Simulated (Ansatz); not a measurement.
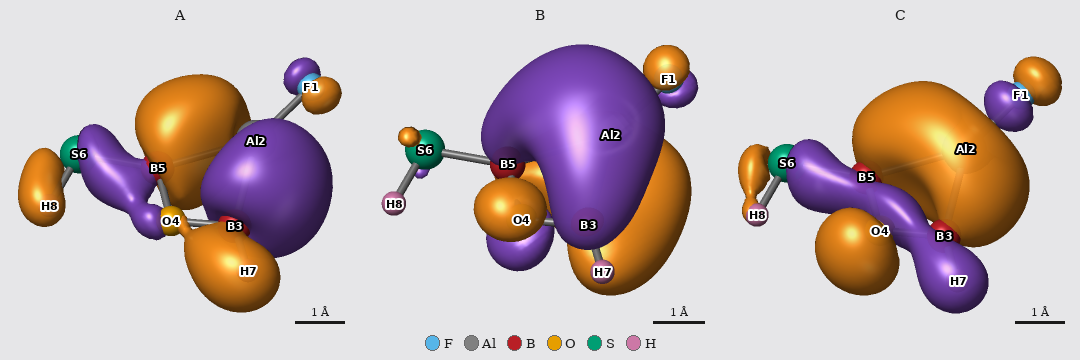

*AlB₂FH₂OS (SMILES [F][Al]1[BH]O[B]1S). Three frontier orbitals at ±0.08 Å⁻³ᐟ² (orange and purple are the two phases), in no order.*

Geometry: PBE0-D4/def2-TZVP.

Method: Ansatz 0.2.0, RKS PBE0-D4/def2-TZVPP.

```xyz
8

F    -0.0629    3.2946   -0.1913
Al    0.1678    1.6676   -0.0468
B     1.5136    0.0733    0.4047
O     0.4750   -0.8121    0.1611
B    -0.7546   -0.2366   -0.2076
S    -2.1883   -1.2269   -0.5551
H     2.5735   -0.3801    0.7205
H    -1.6321   -2.4367   -0.3412
```

**Order the three orbitals by energy and name them.**

C is the HOMO−1 (−8.17 eV). It lies mainly on Al2 (about 30 %), O4 (about 30 %), B5 (about 15 %) and B3 (about 10 %); it is symmetric in the molecular plane (an in-plane orbital: σ, lone-pair or in-plane π type). A is the HOMO (−6.84 eV). By Hirshfeld shares it lies mainly on B3 (about 30 %), Al2 (about 30 %) and B5 (about 25 %); it is symmetric in the molecular plane (an in-plane orbital: σ, lone-pair or in-plane π type). B is the LUMO (−2.31 eV). By Hirshfeld shares it lies mainly on Al2 (about 50 %), B3 (about 25 %), O4 (about 10 %) and B5 (about 10 %); it changes sign across the molecular plane (π type); π-bonding across Al2–B3; π-antibonding (a node) across B3–O4 and O4–B5.

**What is the HOMO–LUMO gap?**

4.53 eV between the orbital energies.
